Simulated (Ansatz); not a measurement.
CH7GaO: several calculations on one system

## 1. Relaxation

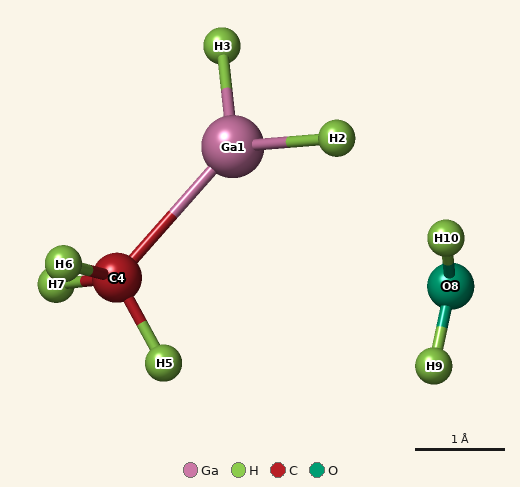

Starting structure of CH$_{7}$GaO. The picture is a ball-and-stick view, seen face on.

The run prepares an end point of a later path (reaction) calculation, from a guessed geometry.

Theory: Ansatz, RKS B3LYP-D4/def2-SVP.

Input file:
```yaml
crystal:
  periodic: [false, false, false]
  atoms:
    - { symbol: Ga, position_ang: [0.008081, 0.285108, -0.084253] }
    - { symbol: H, position_ang: [-0.032251, 0.100558, 1.482172] }
    - { symbol: H, position_ang: [1.379712, 0.661757, -0.756399] }
    - { symbol: C, position_ang: [-1.700789, 0.151503, -1.075018] }
    - { symbol: H, position_ang: [-2.243491, -0.761772, -0.781718] }
    - { symbol: H, position_ang: [-2.346387, 1.009358, -0.818933] }
    - { symbol: H, position_ang: [-1.555203, 0.142635, -2.165448] }
    - { symbol: O, position_ang: [0.230879, -2.509025, 0.919532] }
    - { symbol: H, position_ang: [-0.665328, -2.871289, 0.863298] }
    - { symbol: H, position_ang: [0.135476, -1.756633, 1.553667] }
basis:
  gaussian: { orbitals: def2-SVP }
hamiltonian:
  xc: b3lyp
  dispersion: d4
relax:
  f_tol: 0.03
  max_steps: 50
```

Launched with:
```bash
ansatz run input.yaml --threads 2 --pin off --max-ram 3072MiB --backend cpu --events-out ev --progress --plain --runs-dir out
```

Question: Where does the relaxation end?

Answer: H7 moves most after the best rigid fit: 0.75 Å. By element the largest moves are H 0.75 Å, O 0.64 Å, Ga 0.27 Å, C 0.20 Å. Some distances before and after: Ga1–O8 2.977 → 2.217 Å, O8–H10 0.989 → 0.969 Å, Ga1–C4 1.980 → 1.997 Å, Ga1–H2 1.578 → 1.590 Å. New bonds form, among them: Ga1–O8 (2.98 → 2.22 Å). Among the angles between lasting bonds that change: H3–Ga1–C4 123.7° → 119.7°, H9–O8–H10 103.5° → 105.7°, Ga1–C4–H5 110.4° → 112.4°. After 11 accepted moves (12 points after the start) the energy has fallen by 40.3 kJ/mol. Largest force component: 0.84 eV/Å at the start, 0.012 eV/Å at the end. The line search rejected the trial step at point 8 of the run. The forces were under the threshold at step 9, but the run went on from there.

The structure at the end:

```xyz
10

Ga   -0.0346    0.1623    0.1572
H    -0.1920    0.5288    1.6960
H     1.3488    0.4440   -0.5488
C    -1.6936    0.0021   -0.9426
H    -2.5160   -0.4892   -0.3947
H    -2.0528    1.0082   -1.2185
H    -1.5188   -0.5462   -1.8832
O     0.1847   -2.0142    0.5160
H    -0.6492   -2.4571    0.2978
H     0.3343   -2.1864    1.4576
```

After the run, drawn alike:

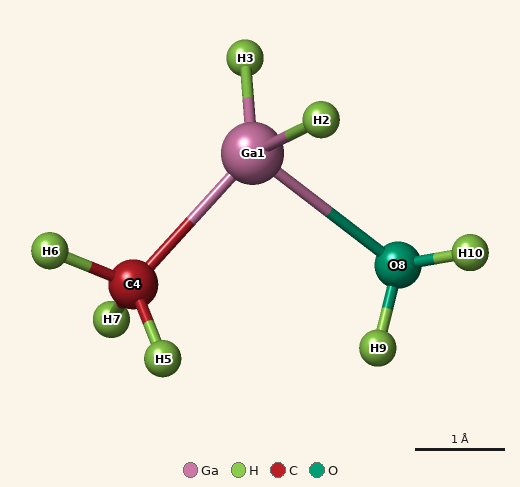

## 2. Relaxation

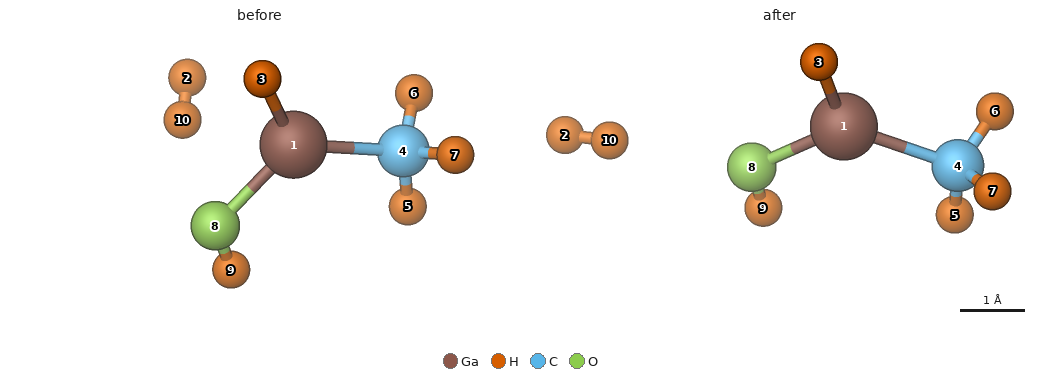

The structure of CH7GaO before (left) and after (right) a relaxation, at one scale.

A ball-and-stick model, seen face on.

The run prepares an end point of a later path (reaction) calculation, from a guessed geometry.

All numbers below come from RKS B3LYP-D4/def2-SVP in Ansatz 0.2.0.

Input
```yaml
crystal:
  periodic: [false, false, false]
  atoms:
    - { symbol: Ga, position_ang: [0.06706, -0.51971, -0.474674] }
    - { symbol: H, position_ang: [-0.069787, -0.042332, 2.252735] }
    - { symbol: H, position_ang: [1.408756, 0.276311, -0.606424] }
    - { symbol: C, position_ang: [-1.750635, -0.023282, -1.070796] }
    - { symbol: H, position_ang: [-2.493999, -0.81211, -0.877814] }
    - { symbol: H, position_ang: [-2.086766, 0.902907, -0.575598] }
    - { symbol: H, position_ang: [-1.736103, 0.17546, -2.156391] }
    - { symbol: O, position_ang: [0.316637, -2.124596, 0.297098] }
    - { symbol: H, position_ang: [-0.466613, -2.682949, 0.379973] }
    - { symbol: H, position_ang: [0.02215, -0.697497, 1.968791] }
basis:
  gaussian: { orbitals: def2-SVP }
hamiltonian:
  xc: b3lyp
  dispersion: d4
relax:
  f_tol: 0.03
  max_steps: 50
```

Launched with:
```bash
ansatz run input.yaml --threads 2 --pin off --max-ram 3072MiB --backend cpu --events-out ev --progress --plain --runs-dir out
```

What changed between the two?

Answer. After 37 accepted moves (40 points after the start) the energy has fallen by 11.6 kJ/mol. Largest force component: 1.7 eV/Å at the start, 0.019 eV/Å at the end. The line search rejected the trial steps at points 20, 27, 35 of the run. The forces were under the threshold at step 18, but the run went on from there. The atom that moves furthest after the best rigid fit is H2 (2.41 Å). By element the largest moves are H 2.41 Å, O 1.16 Å, C 0.67 Å, Ga 0.57 Å. Among the contacts that change: H2–H10 0.720 → 0.764 Å, Ga1–O8 1.798 → 1.805 Å. Cost: 96 s on 2 threads of Arm Neoverse V1, on a shared host, peak memory 0.2 GiB.

Limits of the set-up: the start holds two separate molecules, 2.2 Å apart at their closest, whose relative position is a soft coordinate.

## 3. Path

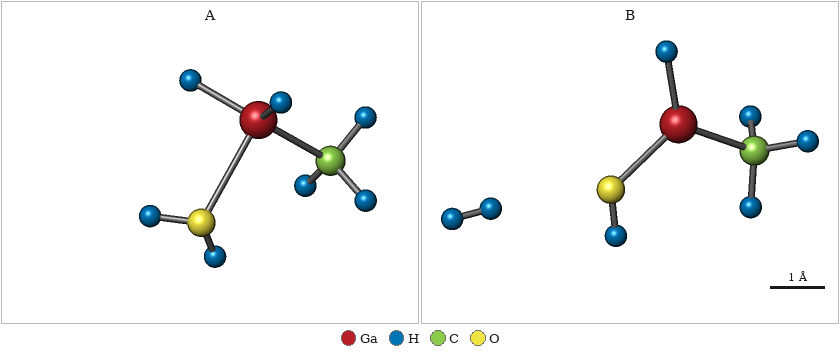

The two relaxed end points of a path for CH7GaO. Style: ball-and-stick. Shown at a tilt.

The calculation used RKS B3LYP-D4/def2-SVP in Ansatz.

Run with 7 movable images; climbing image; force threshold 0.03 eV/Å; iteration limit 60.

Start:
```xyz
10

Ga   -0.0414    0.1651    0.1666
H    -0.2094    0.5172    1.7076
H     1.3434    0.4633   -0.5299
C    -1.6935    0.0016   -0.9430
H    -2.5149   -0.5006   -0.4036
H    -2.0590    1.0073   -1.2123
H    -1.5098   -0.5373   -1.8873
O     0.1928   -2.0127    0.5080
H    -0.6366   -2.4600    0.2818
H     0.3390   -2.1917    1.4489
```

End:
```xyz
10

Ga   -0.2448   -0.0704   -0.6699
H     1.2340   -1.8717    3.4769
H     1.0834    0.7174   -0.9158
C    -1.9599    0.0495   -1.6425
H    -2.6967   -0.6814   -1.2765
H    -2.3834    1.0615   -1.5279
H    -1.7991   -0.1194   -2.7201
O    -0.1011   -1.2155    0.7178
H    -0.8924   -1.7357    0.9098
H     0.9708   -1.6821    2.7852
```

What barrier does the band find between them, and by what path?

Answer. The highest point, image 2, lies 0.96 eV above the start and 0.92 eV above the end; the end is at +0.04 eV relative to the start. Breaking: Ga1–H2 (1.59 → 1.89 at the top → 4.76 Å), O8–H10 (0.97 → 1.30 at the top → 2.38 Å). Forming: H2–H10 (2.78 → 1.01 at the top → 0.76 Å). The band converged in 20 iterations. The largest component of the band force went from 11 to 0.026 eV/Å. The climbing image converged on the top of the path. Its vibrational analysis gives one imaginary mode (1243i cm⁻¹), as a transition state must have.

Energies of the converged images:

```json
{"image": "0", "path (Å)": "0.00", "E (eV)": "0.000"}
{"image": "1", "path (Å)": "0.88", "E (eV)": "0.088"}
{"image": "2", "path (Å)": "1.75", "E (eV)": "0.957"}
{"image": "3", "path (Å)": "2.69", "E (eV)": "0.132"}
{"image": "4", "path (Å)": "3.64", "E (eV)": "0.064"}
{"image": "5", "path (Å)": "4.58", "E (eV)": "0.052"}
{"image": "6", "path (Å)": "5.52", "E (eV)": "0.046"}
{"image": "7", "path (Å)": "6.47", "E (eV)": "0.043"}
{"image": "8", "path (Å)": "7.41", "E (eV)": "0.042"}
```

The geometry at the top of the path:

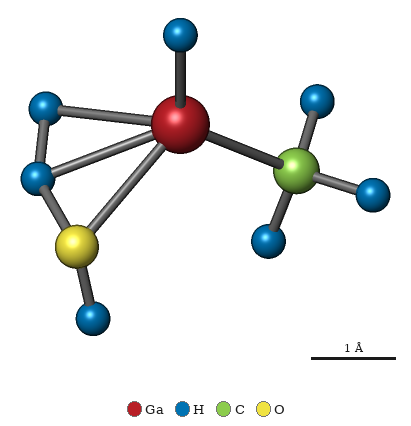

The run took 5.5 min on 2 threads of Arm Neoverse V1, on a shared host, peak memory 0.2 GiB.
